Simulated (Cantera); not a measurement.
A closed system holds: 1 mol BF3, 0.3 mol N2, a varied amount of H2, held at 1448.15 K and 8.80 mbar.

Equilibrium computed with Cantera from the NASA thermochemical tables; the gas is ideal and each condensed phase is pure. Candidate condensed phases: B, BN; 31 gas species. N2 is the only nitrogen source here; it is nearly inert below about 1500 K, so the nitride shown seldom forms there in practice. The tables' values for BF2 are old estimates; treat these amounts as uncertain. The numbers say what is thermodynamically allowed, not how fast it happens.

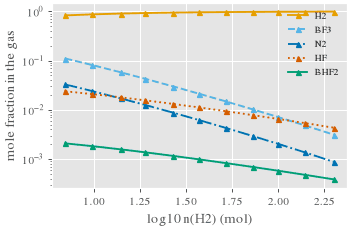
Fig. 1. Equilibrium gas composition (values under 1e-9 drawn at 1e-9)

**Question.** Read off the mole fractions at 73 mol H2.

**Answer.** H2 about 0.98, BF3 about 0.010, HF about 0.0078, N2 about 0.0029, BHF2 about 0.00069.
